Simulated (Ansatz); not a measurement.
## Frequency calculation, with input and output: CH6BNO2

System: CH6BNO2.
Method: HF/6-31G*, RHF (Ansatz 0.2.0).

The geometry was optimised with HF/6-31G*.

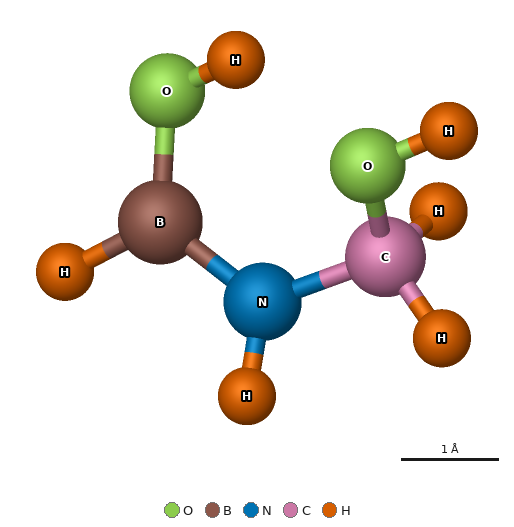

**Figure 1.** The structure (ball-and-stick view, seen at a tilt).

The input:
```yaml
crystal:
  periodic: [false, false, false]
  atoms:
    - symbol: O
      position_ang: [-0.355676, 1.881456, 0.544894]
    - symbol: B
      position_ang: [-0.145328, 0.782039, 1.309805]
    - symbol: N
      position_ang: [0.025519, -0.511803, 0.754397]
    - symbol: C
      position_ang: [-0.077070, -0.834815, -0.630754]
    - symbol: O
      position_ang: [0.804495, -0.020876, -1.368839]
    - symbol: H
      position_ang: [-0.153399, 1.733547, -0.370076]
    - symbol: H
      position_ang: [-0.117502, 0.908304, 2.494039]
    - symbol: H
      position_ang: [0.320356, -1.254098, 1.346266]
    - symbol: H
      position_ang: [-1.090683, -0.671499, -0.990789]
    - symbol: H
      position_ang: [0.164959, -1.882396, -0.773107]
    - symbol: H
      position_ang: [0.689929, -0.186857, -2.295436]
basis:
  gaussian:
    orbitals: "6-31G*"
hamiltonian:
  xc: hf
phonons:
  temperatures:
    t_min: 298.15
    t_max: 298.15
    t_step: 1
```

Run on 1 thread of Arm Neoverse V2, 24 GiB of memory available, shared host.

Launched with:
```bash
ansatz run job.yaml --threads 1 --pin off --max-ram 3480MiB --events-out events.jsonl --progress --plain --runs-dir runs
```

What the program printed:
```
Functional definition: HF
  name "HF"
  exchange = exact_x
  correlation = 0
969 factors; integrals over basis functions are off by at most 4.1e-4 eV
mean field evaluation 1: about -7350.9385 eV, gradient 4.4e1 eV
mean field evaluation 2: about -7351.0173 eV, gradient 4.4e1 eV
mean field evaluation 4: about -7354.9098 eV, gradient 3.6e0 eV
mean field evaluation 8: about -7354.9497 eV, gradient 1.7e-4 eV
mean field -7354.94968461 eV, -270.2894155455 hartree, gradient 1.6e-5 eV, S^2 0.000000; 0 other end points of the search recorded, 0 dependent functions left out
the calculation of the forces begins
reference -7354.94968461 eV, -270.2894155455 hartree; 20, 20 occupied and 67, 67 virtual orbitals, 969 factors
these checks for a lower state are left out or cut short: stability, starts, cluster_reference, orbital_swaps, neighbouring_geometries, increment
969 factors; integrals over basis functions are off by at most 4.1e-4 eV
mean field evaluation 16: about -7354.9497 eV, gradient 1.8e-6 eV
mean field -7354.94966552 eV, -270.2894148438 hartree, gradient 2.0e-6 eV, S^2 0.000000; 0 other end points of the search recorded, 0 dependent functions left out
[... from here on the field's lines of each further geometry are left out, up to the last ...]
the calculation of the forces begins
reference -7354.94950719 eV, -270.2894090253 hartree; 20, 20 occupied and 67, 67 virtual orbitals, 969 factors
these checks for a lower state are left out or cut short: stability, starts, cluster_reference, orbital_swaps, neighbouring_geometries, increment
969 factors; integrals over basis functions are off by at most 4.1e-4 eV
mean field -7354.94950848 eV, -270.2894090726 hartree, gradient 1.2e-6 eV, S^2 0.000000; 0 other end points of the search recorded, 0 dependent functions left out
the calculation of the forces begins
reference -7354.94950848 eV, -270.2894090726 hartree; 20, 20 occupied and 67, 67 virtual orbitals, 969 factors
Total energy: -7354.94968461 eV, -270.2894155455 hartree
Atom 0 at    -0.355676     1.881456     0.544894 Å, force     0.001969    -0.000514    -0.000911 eV/Å
Atom 1 at    -0.145328     0.782039     1.309805 Å, force    -0.001440    -0.001143    -0.000246 eV/Å
Atom 2 at     0.025519    -0.511803     0.754397 Å, force     0.000556    -0.000384    -0.000572 eV/Å
Atom 3 at    -0.077070    -0.834815    -0.630754 Å, force    -0.001284     0.001507     0.000500 eV/Å
Atom 4 at     0.804495    -0.020876    -1.368839 Å, force     0.000886     0.000619    -0.000475 eV/Å
Atom 5 at    -0.153399     1.733547    -0.370076 Å, force    -0.001457     0.000252     0.000017 eV/Å
Atom 6 at    -0.117502     0.908304     2.494039 Å, force     0.000327    -0.000270     0.000005 eV/Å
Atom 7 at     0.320356    -1.254098     1.346266 Å, force    -0.000427     0.000545     0.000819 eV/Å
Atom 8 at    -1.090683    -0.671499    -0.990789 Å, force     0.001351     0.000031     0.000535 eV/Å
Atom 9 at     0.164959    -1.882396    -0.773107 Å, force    -0.000018    -0.000865     0.000198 eV/Å
Atom 10 at     0.689929    -0.186857    -2.295436 Å, force    -0.000464     0.000223     0.000131 eV/Å
Dipole moment:    -0.060059    -0.680794    -0.526406 e Å
Vibrations: 80.34 209.07 246.66 363.65 476.75 518.90 668.82 729.25 957.65 994.44 1124.53 1137.08 1198.34 1260.42 1306.39 1371.30 1432.47 1504.87 1614.58 1648.21 1701.36 2756.57 3184.71 3241.01 3880.47 4095.48 4100.33 cm⁻¹, zero-point energy 2.591498 eV
```

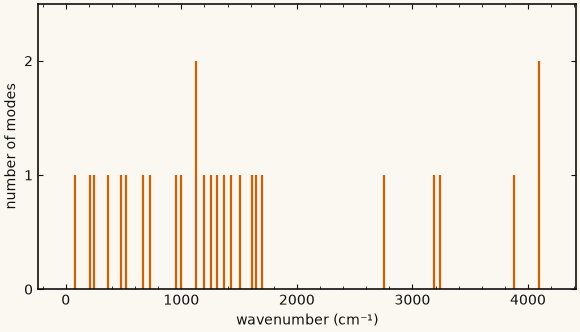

**Figure 2.** Harmonic vibrational wavenumbers from the force constants; neighbouring modes closer than 18 cm⁻¹ are counted in one stick. 27 modes from 80 to 4100 cm⁻¹, none imaginary.

Summary:

```json
{"quantity": "outcome", "value": "converged"}
{"quantity": "total energy", "value": "−270.289416 hartree"}
{"quantity": "basis functions", "value": "87"}
{"quantity": "largest force", "value": "0.002 eV/Å"}
{"quantity": "zero-point energy", "value": "0.095236 hartree"}
{"quantity": "dipole moment", "value": "4.14 D"}
{"quantity": "wavenumbers, lowest and highest", "value": "80 and 4100 cm⁻¹"}
{"quantity": "wall time", "value": "75 s"}
{"quantity": "peak memory", "value": "0.15 GiB"}
```
